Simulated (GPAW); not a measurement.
Run report: InCl$_{3}$, property calculation

The run: property calculation of InCl$_{3}$, SMILES [Cl][In]([Cl])[Cl]. Method and program: PBE0/dzp, scalar-relativistic datasets (GPAW 26.7.0).

The geometry comes from this level: GFN2-xTB.

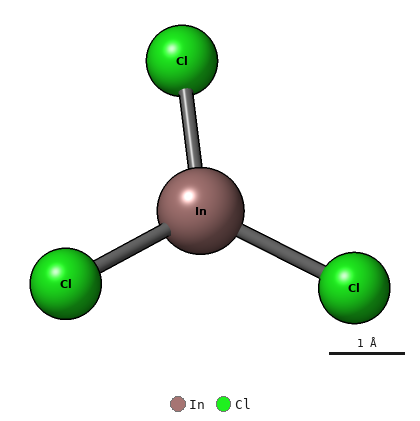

**Figure 1.** The structure (ball-and-stick view, seen at a tilt). Sticks mark near contacts. Bond lengths as drawn: Cl–In 2.30 Å.

Outcome:

| quantity | value |
| --- | --- |
| outcome | refused by the program |
| hardware | 1 thread of Arm Neoverse V1, 24 GiB of memory available, shared host |

Some settings of this run were drawn to be unusual or wrong (mode set to lcao (from fd); basis set to dzp; h set to 0.25 (from 0.2); xc set to PBE0 (from PBE)). The program refused the input.

The input (sp.py):
```python
import numpy as np
from ase.io import read
from ase.units import Debye
from gpaw import GPAW

atoms = read('molecule.xyz')
atoms.center(vacuum=4.5)

gpaw_calc = GPAW(mode='lcao', basis='dzp', h=0.25, xc='PBE0', maxiter=67, txt='-')
atoms.calc = gpaw_calc

energy = atoms.get_potential_energy()
print(f'Energy                  {energy:.5f} eV')
forces = atoms.get_forces()
print('Forces (eV/Ang)')
for symbol, f in zip(atoms.symbols, forces):
    print(f'{symbol:2} {f[0]:9.4f} {f[1]:9.4f} {f[2]:9.4f}')
dipole = atoms.get_dipole_moment() / Debye
print(f'Dipole = {np.linalg.norm(dipole):.3f} D')
homo, lumo = gpaw_calc.get_homo_lumo()
print(f'HOMO                    {homo:.3f} eV')
print(f'LUMO                    {lumo:.3f} eV')
print(f'Gap: {lumo - homo:.3f} eV')
```

File molecule.xyz:
```
4

In    -0.000050    -0.000020    -0.000060
Cl     2.296020    -0.027090     0.012720
Cl    -1.124470     2.001950    -0.017030
Cl    -1.171500    -1.974840     0.004370
```

Launch command:
```bash
python3 -u sp.py | tee sp.out
```

Log:
```
__  _  _
 | _ |_)|_||  |
 |__||  | ||/\| - 26.7.0

units:  Angstrom and eV
cores:  1
OpenMP: False

Versions:
  Python: 3.12.14
  ASE:    3.29.0
  Numpy:  2.5.5
  Scipy:  1.18.1
  Libxc:  7.0.0

        _gpaw.cpython-312-aarch64-linux-gnu.so

Input parameters:
  mode=LCAO(),
  basis={'default': 'dzp'},
  h=0.25,
  maxiter=67,
  xc=XC(name='PBE0')
gpaw.dft.LegacyGPAWError
```
